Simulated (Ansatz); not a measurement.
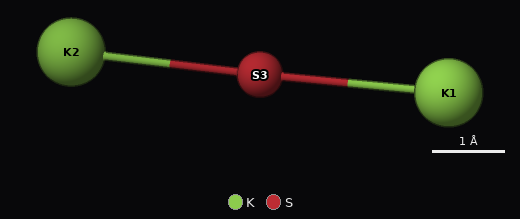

*The structure (ball-and-stick view, seen at a tilt; atoms are numbered from 1 in the order of the input). Sticks mark near contacts.*

# Single-point calculation of K₂S

System: K₂S.
Method: RKS PBE0-D4/def2-TZVP (Ansatz 0.2.0).

The geometry comes from this level: r2SCAN-D4/def2-TZVP.

Input:
```yaml
crystal:
  periodic: [false, false, false]
  atoms:
    - {symbol: K, position_ang: [0.483606, -2.065626, 1.738454]}
    - {symbol: K, position_ang: [-0.464559, 2.074395, -1.733197]}
    - {symbol: S, position_ang: [-0.019047, -0.008769, -0.005257]}
basis:
  gaussian: {orbitals: def2-TZVP, initial_orbitals: start.molden}
hamiltonian: {xc: pbe0, dispersion: d4}
output: {orbitals: {seedname: orbitals}}
```

Launch command:
```bash
ansatz run in.yaml --threads 4 --pin off --events-out ev --progress --plain --max-ram 3916MiB
```

Output:
```
Functional definition: PBE0
  name "PBE0"
  cite "Adamo & Barone, J. Chem. Phys. 110, 6158 (1999) doi:10.1063/1.478522"
  cite "Perdew, Burke & Ernzerhof, Phys. Rev. Lett. 77, 3865 (1996) doi:10.1103/PhysRevLett.77.3865"
  parent pbe
  parameter a = 0.25
  parameter kappa = 0.804
  parameter beta = 0.06672455060314922
  exchange = (1 - a)*pbe_x(kappa = kappa, mu = beta*pi^2/3) + a*exact_x
  correlation = pbe_c(beta = beta)
979 factors; their error is unknown
mean field evaluation 1: about -43473.3428 eV, gradient 6.0e0 eV
mean field evaluation 2: about -43473.3555 eV, gradient 3.6e-2 eV
mean field evaluation 4: about -43473.5554 eV, gradient 2.0e-4 eV
mean field evaluation 8: about -43467.1721 eV, gradient 4.1e1 eV
mean field evaluation 16: about -43473.3560 eV, gradient 3.7e-2 eV
mean field -43473.55535599 eV, -1597.6236918986 hartree, gradient 6.7e-6 eV, S^2 0.000000; 1 other end points of the search recorded, 0 dependent functions left out
reference -43473.55538555 eV, -1597.6236929849 hartree; 27, 27 occupied and 76, 76 virtual orbitals, 979 factors
Total energy: -43473.60264397 eV, -1597.6254296995 hartree
```

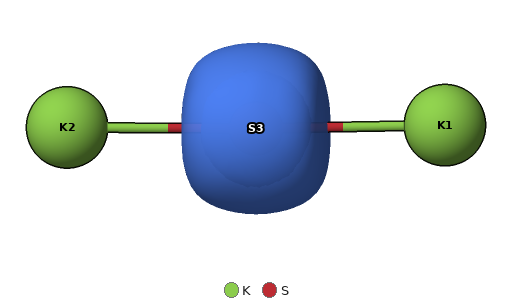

*Isosurface of the electron localisation function at 0.8 (blue), seen from the side. Only the valence region is drawn (cores and ρ < 0.01 e/Å³ removed).*

Along the contacts the grid gives the following. K–S (2.74 Å): the ELF peaks at about 0.85 in the valence shell of S, 0.9 Å from its nucleus, and is about 0.20 at the midpoint (a closed-shell, largely ionic contact).

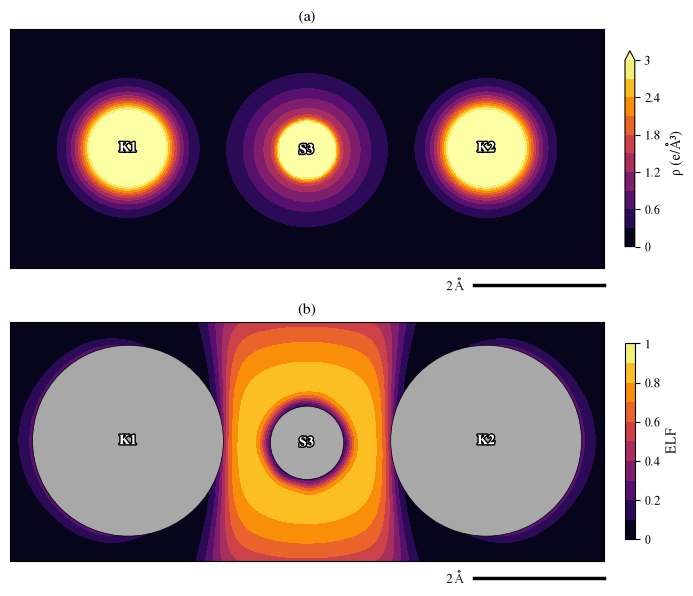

*(a) total electron density; (b) ELF on a plane that holds the molecular axis. Grey discs, where drawn, cover atomic cores.*

Atoms in the plane: K and S.

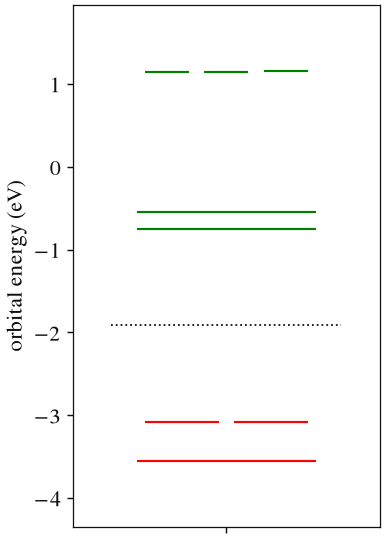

*Orbital energies near the frontier; the dotted line parts filled from empty levels, and levels within 0.02 eV of each other stand side by side.*

Highest filled −3.08 eV, lowest empty −0.75 eV, 2.33 eV apart.

Results in brief:

```json
{"quantity": "outcome", "value": "converged"}
{"quantity": "total energy", "value": "−43473.6026 eV"}
{"quantity": "mean-field energy", "value": "−43473.5554 eV"}
{"quantity": "dispersion energy", "value": "−0.0473 eV"}
{"quantity": "SCF solution under orbital rotations", "value": "stable"}
{"quantity": "HOMO", "value": "−3.08 eV"}
{"quantity": "LUMO", "value": "−0.75 eV"}
{"quantity": "hardware", "value": "4 threads of Arm Neoverse V1, 23 GiB of memory available, shared host"}
{"quantity": "wall time", "value": "1.6 s (CPU time 5.7 s)"}
{"quantity": "peak memory", "value": "0.22 GiB"}
```
